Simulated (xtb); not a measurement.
Geometry relaxation, with input and output: Al3N3H3F3 (part 4 of 4)

The same run, continued: Al3N3H3F3 ((FAlNH)3 ring); GFN2-xTB (xtb 6.7.1 later snapshot). 

Geometry of the input (Å):
```
Al -0.1934  -1.6542  -0.8338
F  -0.5053  -2.9950  -1.6449
N  1.4355  -1.0575  -0.4851
Al 1.7240  0.5633  0.3599
F  3.2107  1.0044  0.8495
N  0.1647  1.5098  0.7951
Al -1.5239  0.9974  0.4827
F  -2.7123  1.9285  0.8185
N  -1.5504  -0.5422  -0.4332
H  2.1896  -1.5405  -0.7485
H  0.3248  2.3517  1.3719
H  -2.5473  -0.8058  -0.6919
```

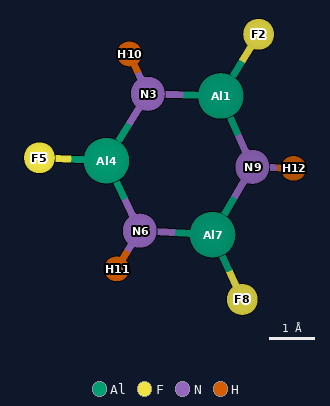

Figure 1. The geometry at step 8 of the log (ball-and-stick view, seen at a tilt; atoms are numbered from 1 in the order of the input).

Trajectory as extended XYZ, continued
```
12
Properties=species:S:1:pos:R:3 step=6 energy=-765.34583
Al   -0.2337   -1.5862   -0.8869
F    -0.4780   -3.0256   -1.6553
N     1.4153   -1.0211   -0.4575
Al    1.6665    0.5305    0.4139
F     3.1887    1.0252    0.8153
N     0.2353    1.5266    0.8452
Al   -1.4298    0.9924    0.4329
F    -2.7294    1.9101    0.8707
N    -1.6399   -0.5520   -0.4576
H     2.2269   -1.5762   -0.7134
H     0.3688    2.4033    1.3440
H    -2.5736   -0.8671   -0.7113
12
Properties=species:S:1:pos:R:3 step=7 energy=-765.34630
Al   -0.2353   -1.5846   -0.8876
F    -0.4712   -3.0200   -1.6653
N     1.4132   -1.0201   -0.4565
Al    1.6697    0.5310    0.4156
F     3.1918    1.0283    0.8120
N     0.2359    1.5224    0.8501
Al   -1.4285    0.9920    0.4326
F    -2.7298    1.9121    0.8591
N    -1.6424   -0.5553   -0.4509
H     2.2218   -1.5802   -0.7105
H     0.3686    2.4022    1.3428
H    -2.5770   -0.8682   -0.7016
12
Properties=species:S:1:pos:R:3 step=8 energy=-765.34662
Al   -0.2367   -1.5830   -0.8885
F    -0.4634   -3.0139   -1.6764
N     1.4114   -1.0190   -0.4551
Al    1.6711    0.5309    0.4169
F     3.1932    1.0310    0.8080
N     0.2365    1.5190    0.8541
Al   -1.4275    0.9920    0.4327
F    -2.7299    1.9149    0.8474
N    -1.6442   -0.5588   -0.4439
H     2.2176   -1.5851   -0.7068
H     0.3690    2.4012    1.3424
H    -2.5804   -0.8694   -0.6908
12
Properties=species:S:1:pos:R:3 step=9 energy=-765.34675
Al   -0.2375   -1.5825   -0.8887
F    -0.4565   -3.0090   -1.6862
N     1.4104   -1.0188   -0.4535
Al    1.6703    0.5299    0.4173
F     3.1923    1.0325    0.8042
N     0.2370    1.5183    0.8557
Al   -1.4269    0.9926    0.4331
F    -2.7300    1.9176    0.8389
N    -1.6445   -0.5617   -0.4384
H     2.2151   -1.5896   -0.7040
H     0.3700    2.4008    1.3434
H    -2.5827   -0.8704   -0.6819
```

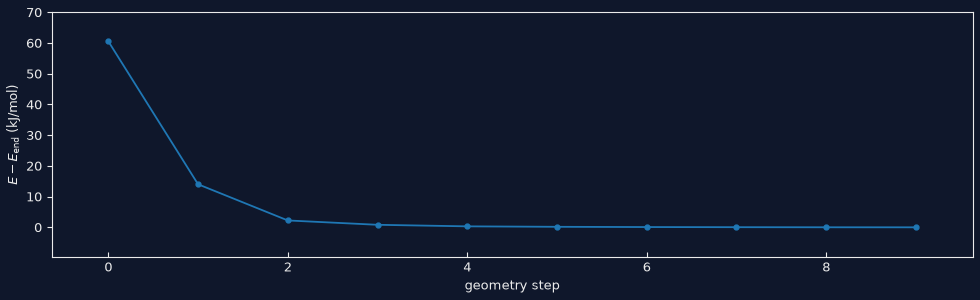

Figure 2. Progress of the relaxation, step by step (steps are counted from 0).

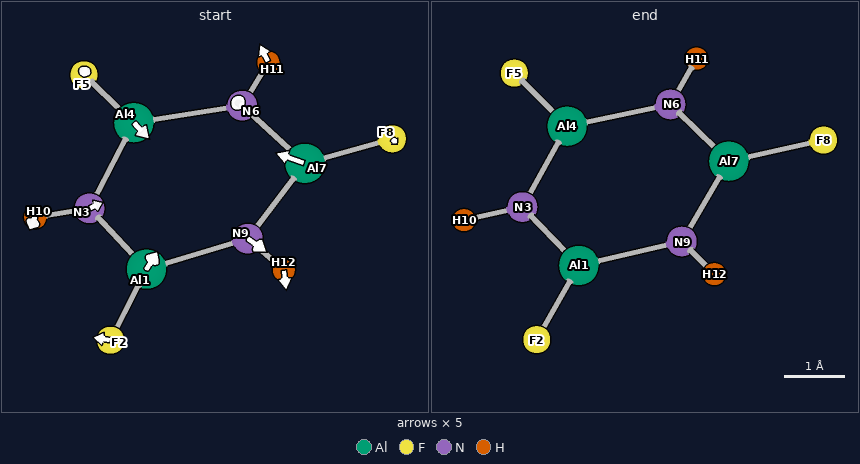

Figure 3. Before (left) and after (right) the relaxation, at one scale (ball-and-stick view, seen at a tilt). The white arrows give the displacements, magnified 5 times. Al7 moves most after the best rigid fit: 0.11 Å. Largest moves by element: Al 0.11 Å, N 0.10 Å, H 0.07 Å, F 0.07 Å. Among the contacts that change: Al7–F8 1.547 → 1.649 Å, N3–H10 0.933 → 1.018 Å, Al4–N6 1.875 → 1.795 Å, N3–Al4 1.850 → 1.796 Å. Among the angles that change: Al7–N9–H12 110.6° → 119.4°, N6–Al7–N9 110.4° → 118.7°, Al1–N9–Al7 129.3° → 121.3°. The energy falls by 60.6 kJ/mol in 9 geometry steps. (Atoms are counted from 1 in the order of the input.)

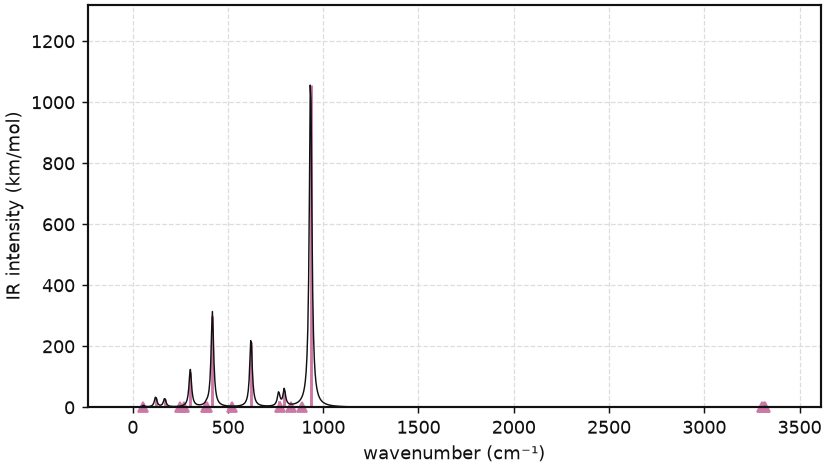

Figure 4. Harmonic infrared spectrum, unscaled: sticks (degenerate modes added up, dark ones marked on the axis) with a Lorentzian envelope of 16 cm⁻¹ full width, scaled to the tallest stick. 30 modes from 56 to 3319 cm⁻¹, none imaginary. The strongest line is at 934 cm⁻¹ (1056 km/mol).

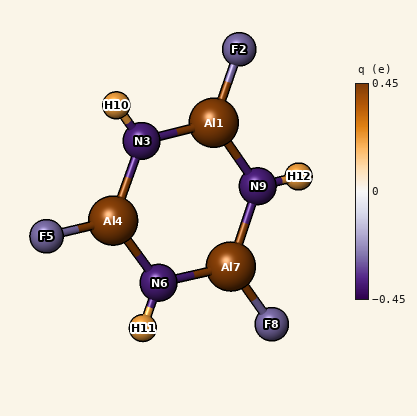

Figure 5. Mulliken charges, as the colour of each atom (ball-and-stick view, seen at a tilt; atoms are numbered from 1 in the order of the input). By element: Al +0.43, F −0.27, N −0.37 and H +0.22 e.
